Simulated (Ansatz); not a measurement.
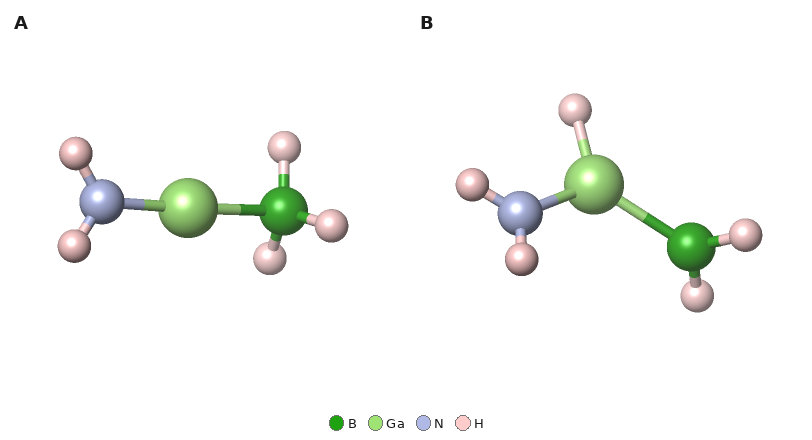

2 stationary structures of one formula. Geometries: PBE0-D4/def2-TZVP. Electronic energies: PBE-D4/def2-TZVPP (Ansatz 0.2.0), without zero-point energy. No frequency run is at hand to confirm each as a minimum. Each is one conformer, not always the lowest.

Question: Which is lowest in energy, and by how much?

Answer: A is lowest; B lies 22.9 kcal/mol above it (Cs).

Give E(B) − E(A) in kcal/mol at these levels too: PBE0-D4/def2-TZVPP; PBE0-D4/def2-TZVP; PBE-D4/def2-TZVPP; RHF-CCSD(T) (frozen core)/def2-TZVPP; r2SCAN-D4/def2-TZVPP; ωB97M-V/def2-TZVPP; B3LYP-D4/def2-TZVPP.

| level | E(B) − E(A) (kcal/mol) |
| --- | --- |
| PBE0-D4/def2-TZVPP | +19.3 |
| PBE0-D4/def2-TZVP | +19.2 |
| PBE-D4/def2-TZVPP | +22.9 |
| RHF-CCSD(T) (frozen core)/def2-TZVPP | +13.8 |
| r2SCAN-D4/def2-TZVPP | +18.3 |
| ωB97M-V/def2-TZVPP | +17.2 |
| B3LYP-D4/def2-TZVPP | +18.1 |
